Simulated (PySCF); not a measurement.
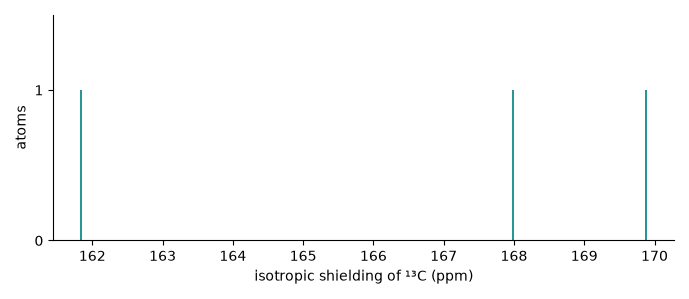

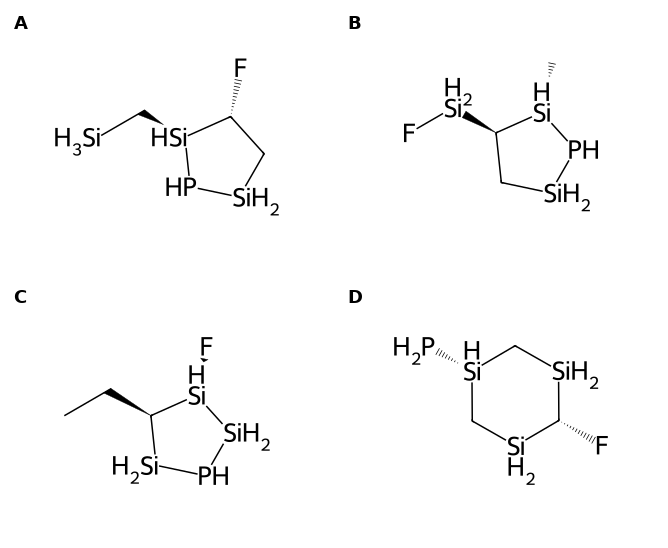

The sticks are computed shieldings of one of the molecules, for one fixed geometry (GFN2-xTB) without averaging over rotations. Low shielding means a high chemical shift. Method: GIAO PBE0/pcSseg-1 NMR shielding, non-relativistic, gas phase (PySCF 2.14.0).

**Which molecule gives this pattern?**

C, `CC[C@@H]1[SiH2]P[SiH2][Si@@H]1F`. Its 3 C atoms give lines at 161.8, 168.0, 169.9 ppm.

The geometry is semi-empirical. Around P, Si such bond lengths and angles can be off by a tenth of an ångström or more and by several degrees, and values that hang on the shape move with them.
